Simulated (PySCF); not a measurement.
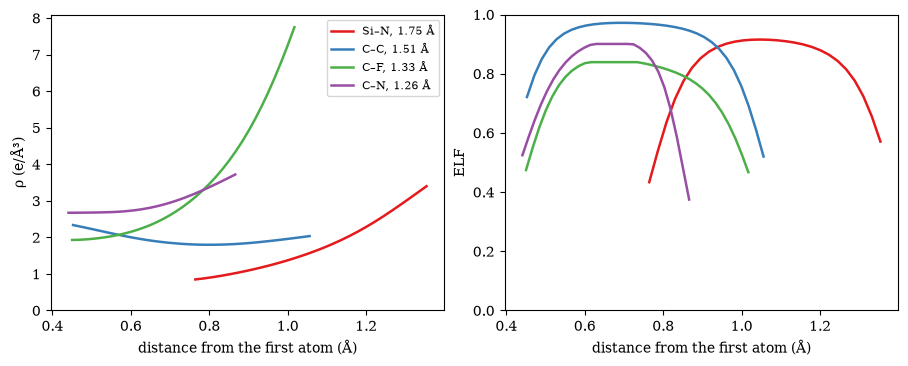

Figure. C$_{3}$H$_{6}$F$_{3}$NSi (SMILES FC(F)(F)C/C=N\[SiH3]). Electron density and ELF along straight lines between neighbouring atoms. The curves leave out the atomic cores.

Geometry: PBE0-D3(BJ)/def2-SVP.

These are results of PBE0/pcSseg-1, SCF density, gas phase, non-relativistic in PySCF 2.14.0, not measurements.

```xyz
14

F    -1.7906    1.4792   -0.5683
C    -2.0578    0.5936    0.3958
F    -2.9416   -0.2806   -0.0980
F    -2.6543    1.2479    1.3931
C    -0.8031   -0.0956    0.8698
C    -0.1168   -0.8773   -0.2243
N     1.1129   -0.8913   -0.4967
Si    2.5003   -0.0538    0.1546
H    -1.1020   -0.7903    1.6725
H    -0.1369    0.6613    1.3066
H    -0.8022   -1.5163   -0.8162
H     3.4077   -1.0928    0.7195
H     2.2120    0.9591    1.2273
H     3.1654    0.6386   -0.9840
```

### What kind of bonding do the profiles show?

Si–N (1.75 Å): ρ at the midpoint is about 1 e/Å³; the ELF peaks at about 0.90 between the atoms (a shared but strongly polarised pair).
C–C (1.51 Å): ρ at the midpoint is about 1.8 e/Å³; the ELF peaks at about 1 between the atoms (a covalent bond).
C–F (1.33 Å): ρ at the midpoint is about 2.4 e/Å³; the ELF peaks at about 0.85 between the atoms; a polar covalent bond.
C–N (1.26 Å): ρ at the midpoint is about 2.8 e/Å³; the ELF peaks at about 0.90 between the atoms (a multiple bond).
